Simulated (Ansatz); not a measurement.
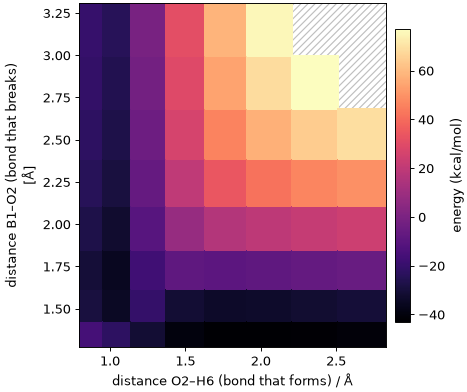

Energy landscape of the reacting system CH5BCl2O (fragments CH₄BClO + ClH where the first distance is long, BCl₂H + CH₄O where the second is long). The first coordinate is: distance O2–H6 (bond that forms); the second: distance B1–O2 (bond that breaks). Relaxed at each point: all other coordinates. Grid: 8 × 8 points. At 3 points there is no value. Points are written as (first, second). Energies are in kcal/mol, from a guessed transition structure relaxed with its forming and breaking bonds held. Energies and slopes of some neighbouring points disagree (a jump in structure or state, or too coarse a mesh). The reference is spin-restricted, so regions where a bond is pulled apart into radicals lie too high. The calculation used Ansatz 0.2.0, RKS B3LYP-D4/def2-SVP.

Drawn: one coloured cell a grid point, hatched blanks where no value was computed. 

**What does the map say about the system?**

The lowest grid point is at (2.055 Å, 1.350 Å), −43 kcal/mol from a guessed transition structure relaxed with its forming and breaking bonds held. It lies at the edge of the scanned range, so the true minimum may lie outside. Other grid points that lie below all their neighbours: (1.031 Å, 1.726 Å) (7 kcal/mol higher). The highest grid point, (2.358 Å, 2.835 Å), lies 120 kcal/mol above the lowest.

Time for the 61 points that were run: 39 min on 1 thread of Arm Neoverse V2 (shared host).
